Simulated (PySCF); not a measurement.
# One shape, several levels: C2H3FOS (SMILES FC1(S)CO1)

Aim: a comparison of 5 runs (HF/STO-3G, HF/3-21G, B3LYP/6-31G*, PBE0/def2-SVP, SVWN5/def2-TZVP) of C2H3FOS. Input form: a Python script.

The results are computed with PySCF 2.14.0.

## Step 1: The structure to begin with

C2H3FOS: 8 atoms, total charge 0, spin state singlet. SMILES: `FC1(S)CO1`. Geometry: relaxed at PBE0-D4/def2-TZVP. This is one conformer, not always the lowest.

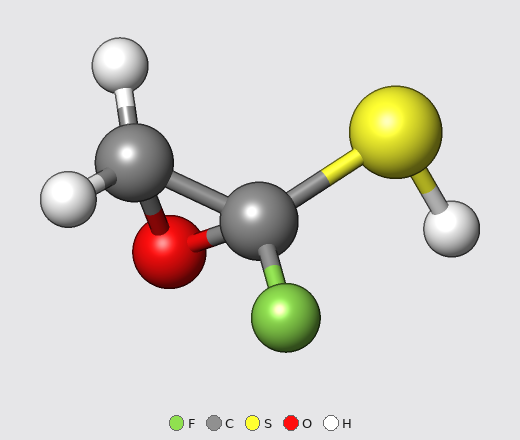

The structure, seen from a chosen angle (fluorine green, carbon grey, sulfur yellow, oxygen red, hydrogen white).

## Step 2: Energy and gradient at HF/STO-3G (run 1)

File run.py:

```python
import pyscf.grad
from pyscf import gto

molecule = gto.M(
    atom='''
F   -0.740300  -0.454500  -1.445200
C   -0.208800   0.042400  -0.305100
S   -0.082600   1.815100  -0.315900
C    0.734600  -0.782400   0.428900
O   -0.637800  -0.610600   0.826100
H   -1.410400   2.020600  -0.356000
H    0.970000  -1.762200   0.024900
H    1.467600  -0.325500   1.086700
''',
    max_memory=1860,
    verbose=4,
    charge=0,
    basis='sto-3g',
)

mf = molecule.RHF()
mf.conv_tol = 1e-10
mf.kernel()
if not mf.converged:
    mf = mf.newton().run(mf.mo_coeff, mf.mo_occ)

etot = mf.e_tot
print('E(%s) = %.9f' % ('HF', etot))
grad = mf.Gradients().kernel()
dip = mf.dip_moment()
pop, q = mf.mulliken_pop()
```

On the command line:

```console
$ OMP_NUM_THREADS=1 python run.py
```

The program printed:

```text
PySCF version 2.14.0

[... 62 lines left out ...]
converged SCF energy = -641.56415175614
[... 12 lines left out ...]
Dipole moment(X, Y, Z, Debye):  0.68117,  0.35550, -0.03592
[... 2 lines left out ...]
pop of  0 F 2s            1.94208
pop of  0 F 2px           1.84937
pop of  0 F 2py           1.86833
pop of  0 F 2pz           1.48847
pop of  1 C 1s            1.99290
pop of  1 C 2s            1.16422
pop of  1 C 2px           0.99255
pop of  1 C 2py           0.94680
pop of  1 C 2pz           0.76374
pop of  2 S 1s            1.99990
pop of  2 S 2s            1.99638
pop of  2 S 3s            1.84366
pop of  2 S 2px           1.98134
pop of  2 S 2py           1.97945
pop of  2 S 2pz           1.99930
pop of  2 S 3px           1.11433
pop of  2 S 3py           0.97559
pop of  2 S 3pz           1.96961
pop of  3 C 1s            1.99241
pop of  3 C 2s            1.16226
pop of  3 C 2px           0.83662
pop of  3 C 2py           1.03022
pop of  3 C 2pz           1.04138
pop of  4 O 1s            1.99823
pop of  4 O 2s            1.88733
pop of  4 O 2px           1.23605
pop of  4 O 2py           1.64723
pop of  4 O 2pz           1.45708
pop of  5 H 1s            1.01863
pop of  6 H 1s            0.91190
pop of  7 H 1s            0.91360
 ** Mulliken atomic charges  **
charge of    0F =     -0.14730
charge of    1C =      0.13979
charge of    2S =      0.14044
charge of    3C =     -0.06289
charge of    4O =     -0.22591
charge of    5H =     -0.01863
charge of    6H =      0.08810
charge of    7H =      0.08640
```

It took 3.9 s on 1 thread of Intel Xeon at 2.50GHz (Skylake/Cascade Lake), shared host; peak memory 0.12 GiB.

## Step 3: Energy and forces at HF/3-21G (run 2)

File geometry.xyz:

```xyz
8

F     -0.740300    -0.454500    -1.445200
C     -0.208800     0.042400    -0.305100
S     -0.082600     1.815100    -0.315900
C      0.734600    -0.782400     0.428900
O     -0.637800    -0.610600     0.826100
H     -1.410400     2.020600    -0.356000
H      0.970000    -1.762200     0.024900
H      1.467600    -0.325500     1.086700
```

File run.py:

```python
from pyscf import gto

mol = gto.M(
    atom='geometry.xyz',
    verbose=4,
    charge=0,
    basis='3-21g',
    max_memory=1860,
    spin=0,
)

mf = mol.RHF()
mf.conv_tol = 1e-10
mf.kernel()
if not mf.converged:
    mf = mf.newton().run(mf.mo_coeff, mf.mo_occ)

etot = mf.e_tot
print(f'total energy: {etot:.8f} hartree')
grad = mf.nuc_grad_method().kernel()
mf.analyze()
```

On the command line:

```console
$ OMP_NUM_THREADS=1 python run.py
```

The program printed:

```text
PySCF version 2.14.0

[... 80 lines left out ...]
Total Energy =                        -645.867327395989719
[... 7 lines left out ...]
MO #1   energy= -91.3392876846192  occ= 2
[... 5 lines left out ...]
MO #7   energy= -6.61742085402427  occ= 2
[... 5 lines left out ...]
MO #13  energy= -0.962829158669038 occ= 2
[... 5 lines left out ...]
MO #19  energy= -0.609286349592381 occ= 2
[... 5 lines left out ...]
MO #25  energy= 0.166726910033415  occ= 0
[... 5 lines left out ...]
MO #31  energy= 0.410531005544876  occ= 0
[... 5 lines left out ...]
MO #37  energy= 0.886942242875166  occ= 0
[... 5 lines left out ...]
MO #43  energy= 1.22906133375235   occ= 0
[... 5 lines left out ...]
MO #49  energy= 2.03657800804709   occ= 0
[... 5 lines left out ...]
MO #55  energy= 4.15478358289714   occ= 0
[... 27 lines left out ...]
pop of  2 S 3px           1.26047
pop of  2 S 3py           1.04897
pop of  2 S 3pz           1.95501
pop of  2 S 4px           0.00724
pop of  2 S 4py           0.01448
pop of  2 S 4pz           0.00171
pop of  3 C 1s            1.99972
pop of  3 C 2s            0.99891
pop of  3 C 3s            0.00277
pop of  3 C 2px           0.82212
pop of  3 C 2py           1.11499
pop of  3 C 2pz           1.04350
pop of  3 C 3px           0.00862
pop of  3 C 3py           0.00546
pop of  3 C 3pz           0.00282
pop of  4 O 1s            1.99979
pop of  4 O 2s            1.73226
pop of  4 O 3s            0.00330
pop of  4 O 2px           1.41013
pop of  4 O 2py           1.70082
pop of  4 O 2pz           1.55806
pop of  4 O 3px           0.00214
pop of  4 O 3py           0.00259
pop of  4 O 3pz           0.00164
pop of  5 H 1s            0.90446
pop of  5 H 2s            0.00726
pop of  6 H 1s            0.85863
pop of  6 H 2s            0.01385
pop of  7 H 1s            0.86311
pop of  7 H 2s            0.01305
 ** Mulliken atomic charges  **
charge of    0F =     -0.28959
charge of    1C =      0.36341
charge of    2S =     -0.00382
charge of    3C =      0.00110
charge of    4O =     -0.41074
charge of    5H =      0.08827
charge of    6H =      0.12752
charge of    7H =      0.12385
Dipole moment(X, Y, Z, Debye):  1.50843,  0.19818,  0.17721
```

Run time: 5.1 s. Hardware: 1 thread of Intel Xeon at 2.50GHz (Skylake/Cascade Lake), shared host; peak memory 0.13 GiB.

Runs 3 to 4 aren't shown in full; the table further down has their settings and results.

## Step 4: Energy and gradient at SVWN5/def2-TZVP (run 5)

File calc.py:

```python
import pyscf.grad
from pyscf import gto, dft

molecule = gto.Mole()
molecule.atom = [
    ('F', (-0.740300, -0.454500, -1.445200)),
    ('C', (-0.208800, 0.042400, -0.305100)),
    ('S', (-0.082600, 1.815100, -0.315900)),
    ('C', (0.734600, -0.782400, 0.428900)),
    ('O', (-0.637800, -0.610600, 0.826100)),
    ('H', (-1.410400, 2.020600, -0.356000)),
    ('H', (0.970000, -1.762200, 0.024900)),
    ('H', (1.467600, -0.325500, 1.086700)),
]
molecule.max_memory = 1860
molecule.basis = 'def2-tzvp'
molecule.verbose = 4
molecule.build()

myscf = dft.RKS(molecule)
myscf.xc = 'svwn'
myscf.grids.level = 5
myscf.conv_tol = 1e-10
myscf.kernel()
if not myscf.converged:
    myscf = myscf.newton().run(myscf.mo_coeff, myscf.mo_occ)

etot = myscf.e_tot
print('E(%s) = %.9f' % ('SVWN5', etot))
grad = myscf.Gradients().kernel()
myscf.analyze()
```

On the command line:

```console
$ OMP_NUM_THREADS=1 python calc.py
```

The program printed:

```text
PySCF version 2.14.0

[... 109 lines left out ...]
MO #3   energy= -18.6591442920454  occ= 2
[... 15 lines left out ...]
MO #19  energy= -0.39835087406559  occ= 2
[... 15 lines left out ...]
MO #35  energy= 0.193604606732053  occ= 0
[... 15 lines left out ...]
MO #51  energy= 0.471711950315324  occ= 0
[... 15 lines left out ...]
MO #67  energy= 0.991931570503263  occ= 0
[... 15 lines left out ...]
MO #83  energy= 1.5485169902987    occ= 0
[... 15 lines left out ...]
MO #99  energy= 2.07762724594454   occ= 0
[... 15 lines left out ...]
MO #115 energy= 2.74235854494937   occ= 0
[... 15 lines left out ...]
MO #131 energy= 3.36737634658868   occ= 0
[... 15 lines left out ...]
MO #147 energy= 5.1189611451307    occ= 0
[... 15 lines left out ...]
MO #163 energy= 6.99947419135714   occ= 0
[... 15 lines left out ...]
MO #179 energy= 56.9765360196684   occ= 0
[... 151 lines left out ...]
pop of  4 O 4dxy          0.00009
pop of  4 O 4dyz          0.00020
pop of  4 O 4dz^2         0.00016
pop of  4 O 4dxz          0.00045
pop of  4 O 4dx2-y2       0.00023
pop of  4 O 4f-3          0.00005
pop of  4 O 4f-2          0.00013
pop of  4 O 4f-1          0.00019
pop of  4 O 4f+0          0.00008
pop of  4 O 4f+1          0.00009
pop of  4 O 4f+2          0.00015
pop of  4 O 4f+3          0.00008
pop of  5 H 1s            0.85864
pop of  5 H 2s            0.00917
pop of  5 H 3s            0.00139
pop of  5 H 2px           0.00367
pop of  5 H 2py           0.00047
pop of  5 H 2pz           0.00106
pop of  6 H 1s            0.84274
pop of  6 H 2s            0.00561
pop of  6 H 3s            0.00275
pop of  6 H 2px           0.00024
pop of  6 H 2py           0.00067
pop of  6 H 2pz           0.00018
pop of  7 H 1s            0.84666
pop of  7 H 2s            0.00507
pop of  7 H 3s            0.00270
pop of  7 H 2px           0.00035
pop of  7 H 2py           0.00027
pop of  7 H 2pz           0.00044
 ** Mulliken atomic charges  **
charge of    0F =     -0.26569
charge of    1C =      0.33934
charge of    2S =     -0.06372
charge of    3C =     -0.08885
charge of    4O =     -0.33900
charge of    5H =      0.12560
charge of    6H =      0.14782
charge of    7H =      0.14450
Dipole moment(X, Y, Z, Debye):  1.08347,  0.05024,  0.35239
```

Run time: 3.3 min. Hardware: 1 thread of Intel Xeon at 2.50GHz (Skylake/Cascade Lake), shared host; peak memory 1.7 GiB.

## Step 5: All runs side by side

```tsv
run	level	integration grid	energy (Eh)	dipole moment (D)	HOMO energy (eV)	LUMO energy (eV)	wall time
1	HF/STO-3G	–	-641.564152	0.77	-8.04	11.45	3.9 s
2	HF/3-21G	–	-645.867327	1.53	-11.03	4.54	5.1 s
3	B3LYP/6-31G* (spherical functions)	5	-651.202453	1.02	-7.23	0.24	61 s
4	PBE0/def2-SVP	5	-650.504002	1.12	-7.56	0.69	61 s
5	SVWN5/def2-TZVP	5	-648.115888	1.14	-6.47	-1.03	3.3 min
```

## Step 6: What came out

| quantity | value |
| --- | --- |
| run 5: total energy | -648.11589 Eh |
| run 5: dipole moment | 1.14 D |
| run 5: HOMO energy | -6.47 eV |
| run 5: LUMO energy | -1.03 eV |
| run 5: HOMO–LUMO gap | 5.44 eV |
| run 5: largest force on an atom | 0.442 eV/Å |

In words: The dipole moment (its size) runs from 0.77 D (HF/STO-3G) to 1.53 D (HF/3-21G). The HOMO–LUMO gap runs from 5.44 eV (SVWN5/def2-TZVP) to 19.49 eV (HF/STO-3G). The two ends differ in method and basis. Totals of different functionals can't be ranked against each other. In run 1 the basis is minimal, so the values are rough. All runs together took 5.5 min, the longest 3.3 min.
